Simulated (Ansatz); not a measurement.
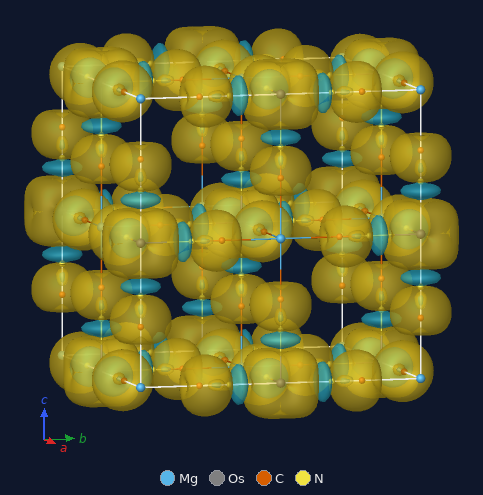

Figure 1: MgOsC₆N₆. Isosurfaces of the magnetisation density (up minus down) at +0.006 (yellow) and −0.006 e/Å³ (cyan), seen slightly off an axis. Sticks mark near contacts.

Space group Fm-3m; a structure generated by program, which may or may not match a known phase; spin-polarised.

Method: Ansatz, DFT PBE, scalar-relativistic, plane waves, PAW.

Core electrons are frozen (PAW), and the valence fields are smoothed inside the atomic spheres.

Question: Which atoms carry the moments, and with what signs?

Answer: The spin density sits on Os: +0.8 μB (×4) in one cell of 56 atoms: parallel main moments, as they must be, since the calculation's own cell holds one magnetic site. The cell of the calculation (14 atoms) carries 2.0 μB of net spin moment.
